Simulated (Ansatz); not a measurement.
# doublet S2O+ at 6 levels

Aim: a comparison of 6 runs (U-wB97X/STO-3G, UPBE/STO-3G, USVWN5/STO-3G, RPA@PBE/STO-3G, UCCSDT(Q)/STO-3G, UCCSD(T)/STO-3G) of doublet S2O+. 

The calculation is run with Ansatz 0.2.0.

53 further runs of the same task are left out: 20 that didn't finish, 33 set aside as unsound or not needed.

## (1) The molecule

The species is S2O+ (3 atoms), meant as a doublet with charge +1. As SMILES of the parent species, `O=S=S`. The shape is that of a GFN2-xTB optimisation. That shape belongs to the parent species and isn't relaxed for this state.

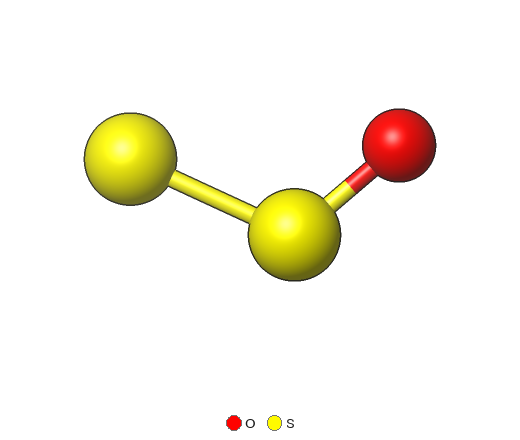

The structure, seen from a chosen angle (oxygen red, sulfur yellow).

## (2) The energy at U-wB97X/STO-3G (run 1)

job.yaml reads:

```yaml
crystal:
  periodic: [false, false, false]
  atoms:
    - symbol: O
      position_ang: [0.431370, 1.195520, 0.483120]
    - symbol: S
      position_ang: [0.559470, -0.210460, 0.159300]
    - symbol: S
      position_ang: [-0.990830, -0.985060, -0.642420]
basis:
  gaussian: {orbitals: STO-3G}
total_charge: 1
magnetization: {spin_polarized: true, initial_magnetization: 1}
hamiltonian: {xc: {name: wB97X}}
accuracy: high
```

Run with:

```
$ ansatz run job.yaml --threads 1 --pin off --max-ram 2610MiB --events-out events.jsonl --progress --plain --runs-dir runs
```

Output:

```text
Warning: RAYON_NUM_THREADS=1 ignored (pool sized by the plan → 1); use --threads N
Functional definition: wB97X
  name "wB97X"
  parameter omega = 0.3/bohr
  parameter cx = 0.157706
  parameter cx1 = 0.726479
  parameter cx2 = 1.04760
  parameter cx3 = -5.70635
  parameter cx4 = 13.2794
  parameter css1 = -4.33879
  parameter css2 = 18.2308
  parameter css3 = -31.7430
  parameter css4 = 17.2901
  parameter cos1 = 2.37031
  parameter cos2 = -11.3995
  parameter cos3 = 6.58405
  parameter cos4 = -3.78132
  exchange = spin_sum(e_x_unif_sr(omega)*poly(b97_u_x, 1 - cx, cx1, cx2, cx3, cx4)) + cx*exact_x_sr(omega)
      + exact_x_lr(omega)
  correlation = spin_sum(e_c_pw_same_spin*poly(b97_u_same, 1, css1, css2, css3, css4))
      + integral(e_c_pw_opposite_spin*poly(b97_u_opposite, 1, cos1, cos2, cos3, cos4))
411 factors; integrals over basis functions are off by at most 2.6e-8 eV
132 factors; integrals over basis functions are off by at most 1.5e-9 eV
mean field evaluation 1: about -23429.6740 eV, gradient 3.0e1 eV
mean field evaluation 2: about -23371.6407 eV, gradient 9.9e1 eV
mean field evaluation 4: about -23437.7916 eV, gradient 5.3e0 eV
mean field evaluation 8: about -23438.1061 eV, gradient 3.9e-1 eV
mean field evaluation 16: about -23438.2099 eV, gradient 6.2e-2 eV
mean field evaluation 32: about -23438.1458 eV, gradient 1.0e0 eV
mean field evaluation 64: about -23438.1458 eV, gradient 1.0e0 eV
mean field -23438.20994791 eV, -861.3383285964 hartree, gradient 1.1e-8 eV, S^2 1.109802; 5 other end points of the search recorded, 0 dependent functions left out
reference -23438.20994701 eV, -861.3383285633 hartree; 20, 19 occupied and 3, 4 virtual orbitals, 411 factors
Total energy: -23438.20994701 eV, -861.3383285633 hartree
```

Wall time 15 s (1 thread of Arm Neoverse V1, shared host); peak memory 0.38 GiB.

## (3) A single-point energy at UPBE/STO-3G (run 2)

input.yaml reads:

```yaml
crystal:
  periodic: [false, false, false]
  atoms:
    - {symbol: O, position_ang: [0.431370, 1.195520, 0.483120]}
    - {symbol: S, position_ang: [0.559470, -0.210460, 0.159300]}
    - {symbol: S, position_ang: [-0.990830, -0.985060, -0.642420]}
basis:
  gaussian:
    orbitals: STO-3G
total_charge: 1
magnetization:
  spin_polarized: true
  initial_magnetization: 1
hamiltonian:
  xc: pbe
accuracy: high
```

Run with:

```
$ ansatz run input.yaml --threads 1 --pin off --max-ram 2610MiB --events-out events.jsonl --progress --plain --runs-dir runs
```

Output:

```text
Warning: RAYON_NUM_THREADS=1 ignored (pool sized by the plan → 1); use --threads N
Functional definition: PBE
  name "PBE"
  parameter kappa = 0.804
  parameter beta = 0.06672455060314922
  exchange = pbe_x(kappa = kappa, mu = beta*pi^2/3)
  correlation = pbe_c(beta = beta)
411 factors; integrals over basis functions are off by at most 2.6e-8 eV
mean field evaluation 1: about -23416.0461 eV, gradient 3.5e1 eV
mean field evaluation 2: about -23241.2405 eV, gradient 1.1e2 eV
mean field evaluation 4: about -23419.4551 eV, gradient 2.8e1 eV
mean field evaluation 8: about -23426.2433 eV, gradient 1.4e1 eV
mean field evaluation 16: about -23427.6261 eV, gradient 1.7e-8 eV
mean field evaluation 32: about -23425.4833 eV, gradient 7.6e-5 eV
mean field evaluation 64: about -23427.4358 eV, gradient 9.9e-1 eV
mean field -23427.62607253 eV, -860.9493783503 hartree, gradient 1.7e-8 eV, S^2 0.765620; 11 other end points of the search recorded, 0 dependent functions left out
reference -23427.62607368 eV, -860.9493783925 hartree; 20, 19 occupied and 3, 4 virtual orbitals, 411 factors
Total energy: -23427.62607368 eV, -860.9493783925 hartree
```

Run time: 6 s. Hardware: 1 thread of Arm Neoverse V1, shared host; peak memory 0.12 GiB.

Runs 3 to 5 aren't shown in full; the table further down has their settings and results.

## (4) A single-point energy at UCCSD(T)/STO-3G (run 6)

run.yaml reads:

```yaml
crystal:
  periodic: [false, false, false]
  atoms:
    - {symbol: O, position_ang: [0.431370, 1.195520, 0.483120]}
    - {symbol: S, position_ang: [0.559470, -0.210460, 0.159300]}
    - {symbol: S, position_ang: [-0.990830, -0.985060, -0.642420]}
basis:
  gaussian:
    orbitals: STO-3G
correlation:
  method: ccsd_t
  frozen_orbitals: {O: 1, S: 5}
magnetization:
  spin_polarized: true
  initial_magnetization: 1
accuracy: high
total_charge: 1
scf:
  omitted_lower_state_checks: [cluster_reference, increment]
```

Run with:

```
$ ansatz run run.yaml --threads 1 --pin off --max-ram 2610MiB --events-out events.jsonl --progress --plain --runs-dir runs
```

Output:

```text
Warning: RAYON_NUM_THREADS=1 ignored (pool sized by the plan → 1); use --threads N
[... 19 lines left out ...]
11 core orbitals not correlated: weight in the atoms' cores, before any rotation towards them, 1.000 or more for the frozen orbitals, at most 0.000 for the correlated occupied ones
[... 50 lines left out ...]
Total energy: -23401.55211474 eV, -859.9911780749 hartree
Checks for a lower state left out: cluster_reference, increment
```

It took 1.9 s on 1 thread of Arm Neoverse V1, shared host; peak memory 0.089 GiB.

## (5) The series

```
run             level  frozen core orbitals  energy (Eh)   ⟨S²⟩  wall time
  1    U-wB97X/STO-3G                     –  -861.338329  1.110       15 s
  2       UPBE/STO-3G                     –  -860.949378  0.766        6 s
  3     USVWN5/STO-3G                     –  -858.051326  0.758      3.3 s
  4    RPA@PBE/STO-3G                    11  -860.065802  0.766      8.4 s
  5  UCCSDT(Q)/STO-3G                    11  -859.998703  1.609        6 s
  6   UCCSD(T)/STO-3G                    11  -859.991178  1.609      1.9 s
```

## (6) Results

| quantity | value |
| --- | --- |
| run 6: total energy | -859.99118 Eh |
| run 6: correlation energy (11 core orbitals frozen) | -125.7 mEh |
| run 6: (T) correction | -7.97 mEh |
| run 6: ⟨S²⟩ of the reference determinant | 1.609 |
| run 6: T1 diagnostic | 0.083 |

Totals of different functionals can't be ranked against each other. In runs 1, 2, 3, 4, 5, 6 the basis is minimal, so the values are rough. Spin contamination of the reference: run 5 ⟨S²⟩ = 1.61, run 6 ⟨S²⟩ = 1.61, run 1 ⟨S²⟩ = 1.11. Where it is this large, the reference is a mixture of spin states, and values that rest on it are in doubt. All runs together took 41 s, the longest 15 s.
